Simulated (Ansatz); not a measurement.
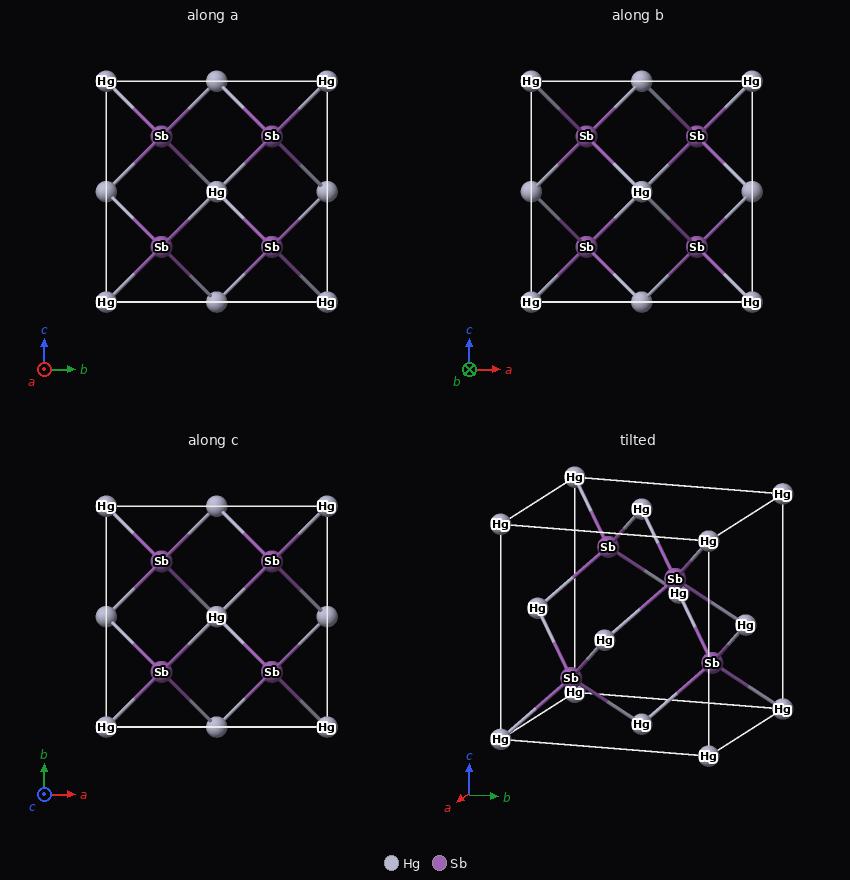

We look at a ball-and-stick model of the crystal along the a axis, along the b axis, along the c axis and slightly off an axis. Lines trace the edges of the conventional unit cell.

Lattice parameters: a = 6.487 Å, b = 6.487 Å, c = 6.487 Å, α = 90.00°, β = 90.00°, γ = 90.00°. Put a along x and b in the xy plane.

Q: Transcribe the picture into a POSCAR file.

A:
```
Hg Sb
1.0
     6.487    0.000    0.000
     0.000    6.487    0.000
     0.000    0.000    6.487
Hg Sb
4 4
Direct
  0.0000 0.0000 0.0000
  0.0000 0.5000 0.5000
  0.5000 0.0000 0.5000
  0.5000 0.5000 0.0000
  0.2500 0.2500 0.7500
  0.2500 0.7500 0.2500
  0.7500 0.2500 0.2500
  0.7500 0.7500 0.7500
```

Its origin is a structure type filled with these elements by a generator (whether the compound takes this form wasn't checked). The cell was then strained or its atoms displaced on purpose. It went into a calculation with Ansatz.
